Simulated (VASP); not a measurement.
Band structure of SrTe (rock salt). Method: optB88-vdW, VASP's PBE PAW potentials (set 64) (plane waves; VASP).

Unless said otherwise, spin-orbit coupling is left out, though it shifts the bands of the heavy elements here.

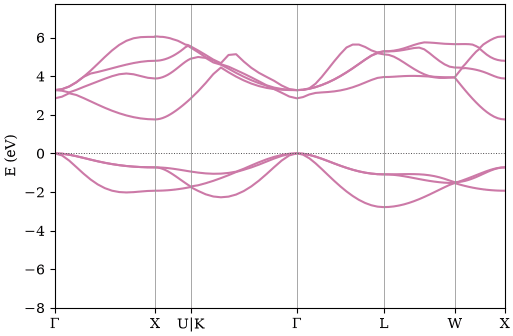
Bands along high-symmetry lines, zero at the valence-band maximum or, without a gap, the Fermi level

Q: Read the plot: is there a gap, and where are the band edges?

A: The gap is indirect, 1.76 eV, from the valence maximum at Γ to the conduction minimum at X. (Edges off the drawn lines would not show.)

The compound is SrTe in the rock salt structure. It was relaxed first.
